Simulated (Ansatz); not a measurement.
Input

```
crystal:
  periodic: [false, false, false]
  atoms:
    - {symbol: F, position_ang: [-1.746600, -0.636900, 0.212500]}
    - {symbol: In, position_ang: [0.052200, 0.075800, -0.064100]}
    - {symbol: F, position_ang: [1.404200, -0.973500, 0.817200]}
    - {symbol: H, position_ang: [0.356400, 1.472300, -0.961000]}
basis:
  gaussian: {orbitals: def2-TZVPP}
hamiltonian: {xc: pbe0, dispersion: d4}
output: {forces: true, orbitals: {seedname: orbitals}}
```

Launched as:

```sh
ansatz run in.yaml --threads 4 --pin off --events-out ev --progress --plain --max-ram 5222MiB
```

Geometry: displaced from a GFN2-xTB structure; core potentials replace the inner electrons of In; not at a stationary point (largest force 0.5 eV/Å).

These are results of Ansatz 0.2.0, RKS PBE0-D4/def2-TZVPP, not measurements.

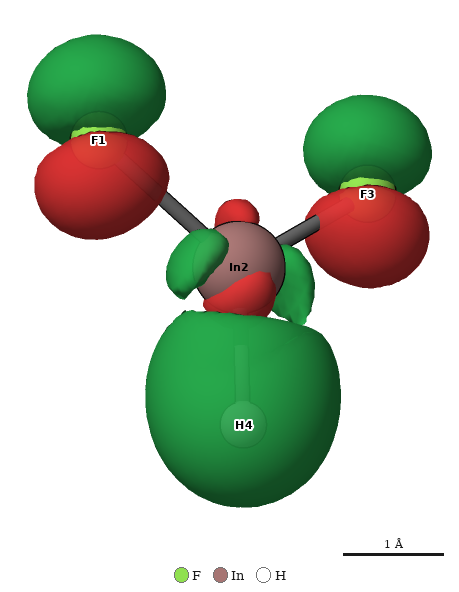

F$_{2}$HIn. One frontier orbital at ±0.15 Å⁻³ᐟ² (green and red are the two phases), seen at a tilt.

Which orbital is it: HOMO or LUMO?

The HOMO, at −9.88 eV. It lies mainly on F1 (about 25 %), F3 (about 25 %), H4 (about 25 %) and In2 (about 20 %); it is symmetric in the molecular plane (an in-plane orbital: σ, lone-pair or in-plane π type).
